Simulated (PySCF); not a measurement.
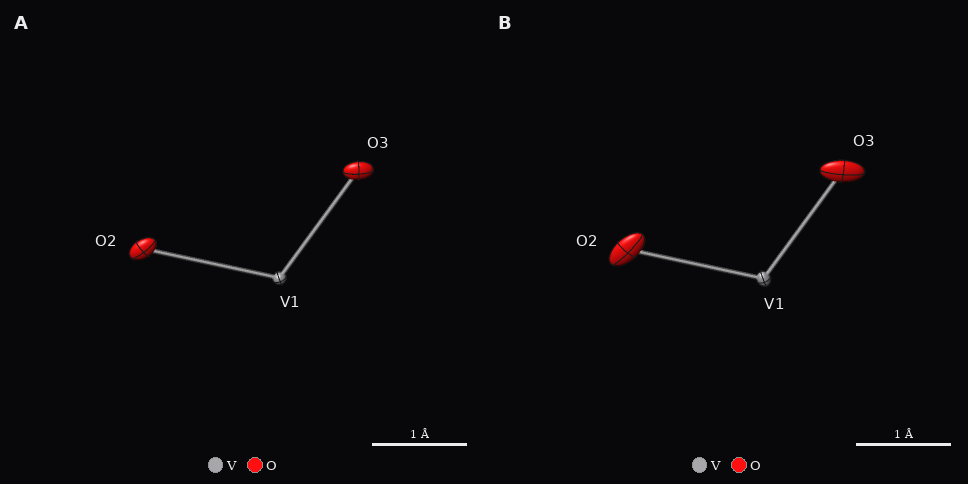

Displacement ellipsoids at the 50 % level, scaled by 3, from the internal vibrations of the free molecule (harmonic, no overall translation or rotation; no half-axis is drawn under 0.075 Å). The species has charge +1 and is a spin singlet. Vibrations computed with RKS-based PBE0, V def2-TZVP, O def2-TZVP; non-relativistic; density fitting (PySCF 2.14.0). One panel is for 298 K, the other for 900 K.

Question: Which panel is for 900 K?

Answer: B.

Question: How much does the mean-square displacement of O2 grow, and why?

Answer: U_eq goes from 0.00061 to 0.0012 Å², a factor of 1.9. Modes below kT (626 cm⁻¹ at 900 K) grow about in proportion to T, and the lowest lies at 468 cm⁻¹; the mean-square amplitude of a mode is its zero-point value times coth(ħω/2kT), which comes close to 1 only above about 3kT.

The search tried a few shapes and spins; others may lie lower.
